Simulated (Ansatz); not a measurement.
Al5As···Al (charge −1)

Input

```
crystal:
  periodic: [false, false, false]
  atoms:
    - {symbol: As, position_ang: [-1.913492, 0.973942, -1.483333]}
    - {symbol: Al, position_ang: [-0.158105, -0.651447, 1.928168]}
    - {symbol: Al, position_ang: [-1.212229, -1.115661, -0.528979]}
    - {symbol: Al, position_ang: [0.911394, 0.284917, -1.384874]}
    - {symbol: Al, position_ang: [-0.596467, 1.568591, 0.431792]}
    - {symbol: Al, position_ang: [1.832275, 0.987532, 1.061621]}
    - {symbol: Al, position_ang: [1.136624, -2.047874, -0.024395]}
basis:
  gaussian: {orbitals: def2-TZVPD, initial_orbitals: start.molden}
total_charge: -1
hamiltonian: {xc: pbe0, dispersion: d4}
scf: {omitted_lower_state_checks: [starts]}
output: {orbitals: {seedname: orbitals}}
```

Run with:

```sh
ansatz run in.yaml --threads 4 --pin off --events-out ev --progress --plain --max-ram 4787MiB
```

Geometry: PBE0-D4/def2-SVPD.

Level of theory: RKS PBE0-D4/def2-TZVPD in Ansatz 0.2.0.

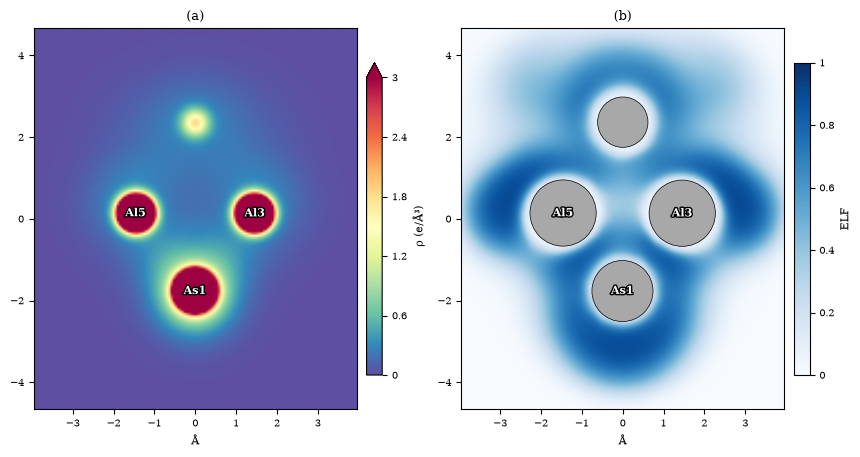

Figure 1. (a) total electron density; (b) ELF on the plane of atoms Al3, As1 and Al5. Grey discs cover the atomic cores in the ELF map.

What does the map show?

Answer. The section cuts through As and Al sites.
Al–As (2.40 Å): the density is about 0.49 e/Å³ at the midpoint; the ELF peaks at about 0.80 in the valence shell of As, 1.2 Å from its nucleus, and is about 0.80 at the midpoint.
The ELF also peaks beside As1, Al5 and Al3, away from the bonds: lone-pair regions.

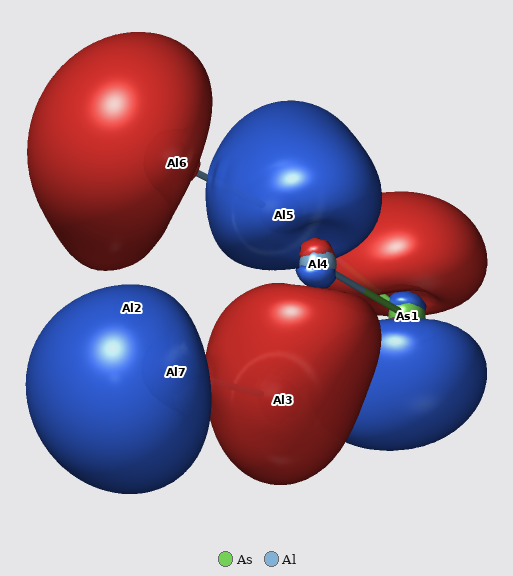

Figure 2. The HOMO at ±0.06 Å⁻³ᐟ² (red and blue are the two phases), seen at a tilt.

Describe this orbital and give its energy.

Answer. It lies mainly on Al6 (about 25 %), Al7 (about 25 %), As1 (about 15 %), Al4 (about 10 %), Al3 (about 10 %) and Al5 (about 10 %). Its energy is −1.26 eV.

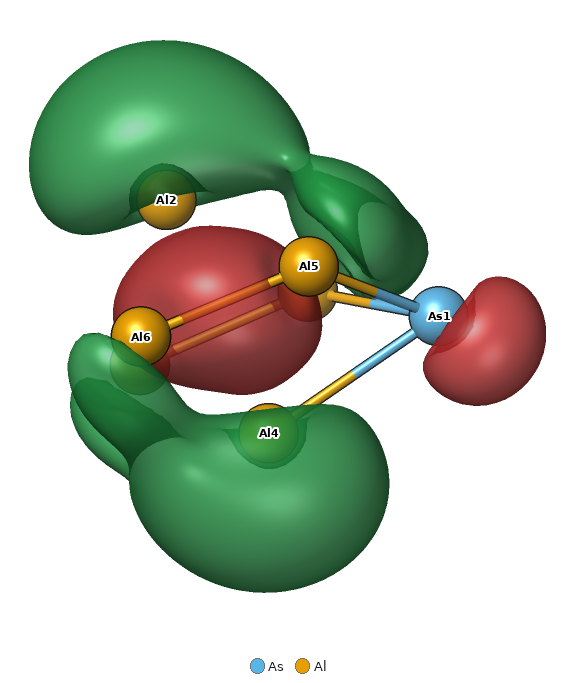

Figure 3. The HOMO−1 at ±0.06 Å⁻³ᐟ² (green and red are the two phases), seen from one side.

Where does this orbital lie, and at what energy?

Answer. By Hirshfeld shares it lies mainly on Al2 (about 30 %), Al4 (about 30 %), Al6 (about 10 %), Al7 (about 10 %), Al3 (about 10 %) and Al5 (about 10 %). Its energy is −1.82 eV.
